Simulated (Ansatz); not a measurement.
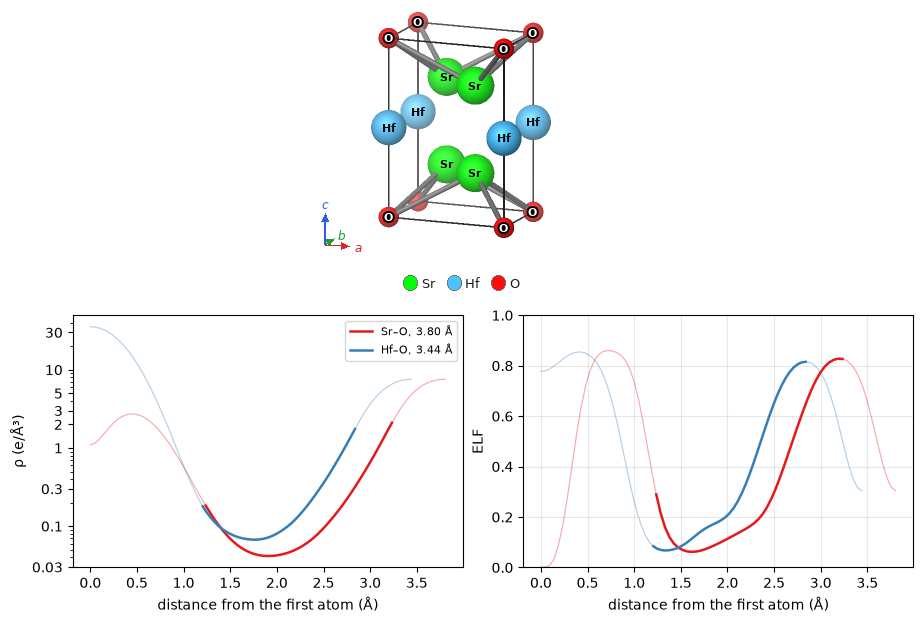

Figure 1: Sr4HfO. Valence electron density and ELF along straight lines between neighbouring atoms. Thin, pale parts lie inside the atomic spheres. The structure is drawn too.

Space group P6/mmm; a structure generated by program, which may or may not match a known phase.

Theory: DFT PBE, scalar-relativistic, plane waves, PAW (Ansatz).

The density is the valence pseudo-density of a PAW calculation; it isn't the true density close to the nuclei.

Question: Compare the contacts.

Answer: Sr–O (3.80 Å): ρ at the midpoint is about 0.04 e/Å³; the ELF is about 0.10 at the midpoint (no shared electron pair shows on this line).
Hf–O (3.44 Å): ρ is about 0.07 e/Å³ halfway; the ELF is about 0.15 at the midpoint: no localised pair shows between them.
